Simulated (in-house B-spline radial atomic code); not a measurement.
# W³⁺ in a hard spherical wall

Wanted: the cost of confining W³⁺, radius by radius. More than one configuration is followed.

The numbers are computed with in-house B-spline radial atomic code version 1 (scalar-relativistic (spin-free one-electron X2C) Hartree-Fock, spin-polarised, average of configuration, Fermi nucleus, basis-set limit), except any that are marked as measured or tabulated.

## Step 1: The system

- element: tungsten (Z = 74)
- charge: +3
- electrons: 71
- configuration: [Xe] 4f14 5d3
- Hamiltonian: scalar-relativistic (X2C)
- nucleus: Fermi, rms radius 5.366 fm

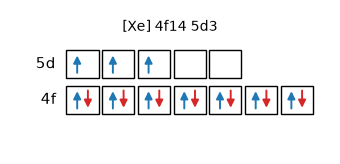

Outer shells as boxes.

Where spins are not typed, each open shell is filled with up spins first.

Settings of the run:

```ini
Z = 74
electrons = 71.0
configuration = [Xe] 4f14 5d3
hamiltonian = x2c
method = hf
spin_polarised = True
nucleus = fermi
rms_radius = 5.3658
mass_number = 184
atomic_mass = 183.95093318
speed_of_light = 137.035999084
```

From the earlier run of the reference: total energy -16136.663728 hartree. Levels, eight at most:

| orbital | occupation | energy (eV) | <r> (bohr) |
| --- | --- | --- | --- |
| 4d down | 5 | -301.46 | 0.5119 |
| 5s up | 1 | -124.17 | 1.088 |
| 5s down | 1 | -120.78 | 1.075 |
| 5p up | 3 | -83.927 | 1.251 |
| 4f up | 7 | -79.275 | 0.6007 |
| 4f down | 7 | -78.895 | 0.5943 |
| 5p down | 3 | -78.738 | 1.234 |
| 5d up | 3 | -37.595 | 1.741 |

## Step 2: Wall at 9.77 bohr, configuration [Xe] 4f14 5d3

Settings of the run:

```ini
Z = 74
electrons = 71.0
configuration = [Xe] 4f14 5d3
hamiltonian = x2c
method = hf
spin_polarised = True
nucleus = fermi
rms_radius = 5.3658
mass_number = 184
atomic_mass = 183.95093318
speed_of_light = 137.035999084
wall_radius = 9.77
```

## Step 3: Wall at 3.58 bohr, configuration [Xe] 4f14 5d3

Settings: those of step 2 with these lines changed.

```diff
@@ -11,2 +11,2 @@
 speed_of_light = 137.035999084
-wall_radius = 9.77
+wall_radius = 3.58
```

## Step 4: Wall at 1.91 bohr, configuration [Xe] 4f14 5d3

Settings: those of step 3 with these lines changed.

```diff
@@ -11,2 +11,2 @@
 speed_of_light = 137.035999084
-wall_radius = 3.58
+wall_radius = 1.91
```

## Step 5: Wall at 9.77 bohr, configuration [Kr] 4d10 4f14 5s2 5p5 5d3 5f1

Settings of the run:

```ini
Z = 74
electrons = 71.0
configuration = [Kr] 4d10 4f14 5s2 5p5 5d3 5f1
hamiltonian = x2c
method = hf
spin_polarised = True
nucleus = fermi
rms_radius = 5.3658
mass_number = 184
atomic_mass = 183.95093318
speed_of_light = 137.035999084
wall_radius = 9.77
```

## Step 6: Wall at 3.58 bohr, configuration [Kr] 4d10 4f14 5s2 5p5 5d3 5f1

Settings: those of step 5 with these lines changed.

```diff
@@ -11,2 +11,2 @@
 speed_of_light = 137.035999084
-wall_radius = 9.77
+wall_radius = 3.58
```

## Step 7: Wall at 1.91 bohr, configuration [Kr] 4d10 4f14 5s2 5p5 5d3 5f1

Settings: those of step 6 with these lines changed.

```diff
@@ -11,2 +11,2 @@
 speed_of_light = 137.035999084
-wall_radius = 3.58
+wall_radius = 1.91
```

## Step 8: Wall at 9.77 bohr, configuration [Kr] 4d10 4f14 5s2 5p5 5d4

Settings of the run:

```ini
Z = 74
electrons = 71.0
configuration = [Kr] 4d10 4f14 5s2 5p5 5d4
hamiltonian = x2c
method = hf
spin_polarised = True
nucleus = fermi
rms_radius = 5.3658
mass_number = 184
atomic_mass = 183.95093318
speed_of_light = 137.035999084
wall_radius = 9.77
```

## Step 9: Wall at 3.58 bohr, configuration [Kr] 4d10 4f14 5s2 5p5 5d4

Settings: those of step 8 with these lines changed.

```diff
@@ -11,2 +11,2 @@
 speed_of_light = 137.035999084
-wall_radius = 9.77
+wall_radius = 3.58
```

## Step 10: Wall at 1.91 bohr, configuration [Kr] 4d10 4f14 5s2 5p5 5d4

Settings: those of step 9 with these lines changed.

```diff
@@ -11,2 +11,2 @@
 speed_of_light = 137.035999084
-wall_radius = 3.58
+wall_radius = 1.91
```

What do the energy and the highest level do as the wall closes in, and which configuration is lower at each radius?

**Answer**, as computed:

| configuration | radius (bohr) | energy above the free system (eV) | highest level (eV) |
| --- | --- | --- | --- |
| [Xe] 4f14 5d3 | 9.77 | below noise | -37.595 (5d up) |
| [Xe] 4f14 5d3 | 3.58 | 3.010 | -35.916 (5d up) |
| [Xe] 4f14 5d3 | 1.91 | 213.68 | 11.816 (5d up) |
| [Kr] 4d10 4f14 5s2 5p5 5d3 5f1 | 9.77 | 62.420 | -14.454 (5f up) |
| [Kr] 4d10 4f14 5s2 5p5 5d3 5f1 | 3.58 | 76.641 | -2.065 (5f up) |
| [Kr] 4d10 4f14 5s2 5p5 5d3 5f1 | 1.91 | 342.81 | 86.130 (5f up) |
| [Kr] 4d10 4f14 5s2 5p5 5d4 | 9.77 | 37.774 | -39.770 (5d up) |
| [Kr] 4d10 4f14 5s2 5p5 5d4 | 3.58 | 41.016 | -38.091 (5d up) |
| [Kr] 4d10 4f14 5s2 5p5 5d4 | 1.91 | 266.22 | 9.758 (5d up) |

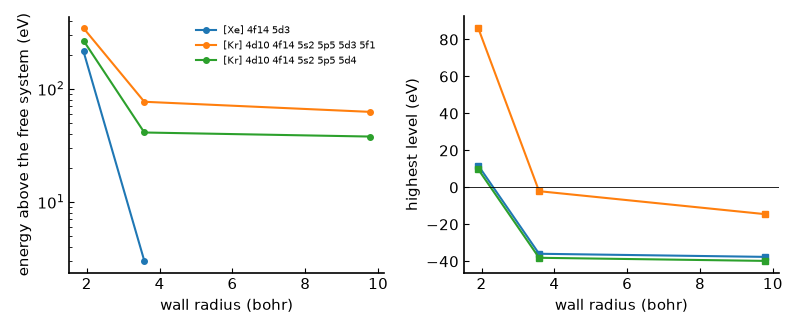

Energy above the free reference (left, logarithmic; it includes the excitation energy of the other configurations) and the highest occupied level (right).

For [Xe] 4f14 5d3 the energy above the free reference is below noise at 9.77 bohr and 213.68 eV at 1.91 bohr. Its highest level passes zero between 3.58 and 1.91 bohr; in smaller spheres the level is positive, pushed up by confinement, and the wall keeps the electron in. Of [Xe] 4f14 5d3 and [Kr] 4d10 4f14 5s2 5p5 5d3 5f1, the first stays lower at every radius that both share. At 1.91 bohr the lowest of all 3 is [Xe] 4f14 5d3. A hard wall is a crude model of an atom's surroundings.
